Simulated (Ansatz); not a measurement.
The calculation's input:

```
crystal:
  periodic: [false, false, false]
  atoms:
    - { symbol: Al, position_ang: [0.00564, 0.024875, -0.29322] }
    - { symbol: Cl, position_ang: [-0.016933, 0.112524, 3.115193] }
    - { symbol: "N", position_ang: [1.579947, 0.127707, -1.100848] }
    - { symbol: H, position_ang: [1.744637, -0.126608, -2.069332] }
    - { symbol: H, position_ang: [2.458518, 0.261531, -0.611726] }
    - { symbol: "N", position_ang: [-1.567642, -0.135307, -1.088031] }
    - { symbol: H, position_ang: [-2.43869, -0.295814, -0.592871] }
    - { symbol: H, position_ang: [-1.743655, 0.032318, -2.074748] }
    - { symbol: Cl, position_ang: [-0.021821, -0.001226, 5.195582] }
magnetization:
  spin_polarized: true
  initial_magnetization: 1
basis:
  gaussian: { orbitals: def2-SVP }
hamiltonian:
  xc: b3lyp
relax:
  f_tol: 0.03
  max_steps: 50
output:
  orbitals: {}
```

Launched as:

```sh
ansatz run input.yaml --threads 4 --pin off --max-ram 5120MiB --backend cpu --events-out ev --progress --plain --runs-dir out
```

The fields are those of the run's last geometry, not of the input's.

The calculation used UKS B3LYP/def2-SVP in Ansatz.

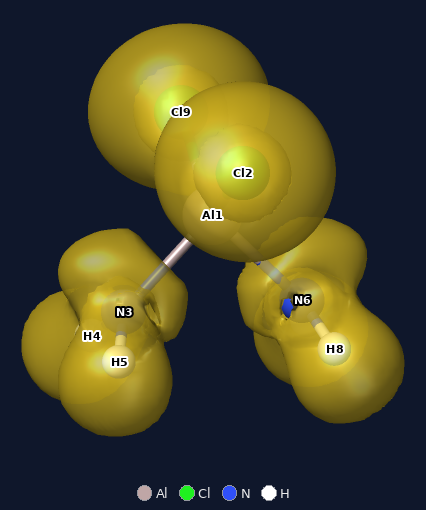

AlCl₂H₄N₂ (doublet). Isosurface of the electron localisation function at 0.75 (yellow), seen at a tilt. Only the valence region is drawn (cores and ρ < 0.01 e/Å³ removed).

What do the ELF domains correspond to?

The surface consists of two regions on Cl in which the atom's valence shell and bonds are merged and two joined regions spread over several atoms (H, N), in which their bonds and any lone pairs are merged. Profiles from the grid: Al–N (1.87 Å): the ELF peaks at about 0.95 in the valence shell of N, 0.7 Å from its nucleus, and is about 0.65 at the midpoint. Al–Cl (2.13 Å): the ELF peaks at about 0.90 in the valence shell of Cl, 0.9 Å from its nucleus, and is about 0.80 at the midpoint.
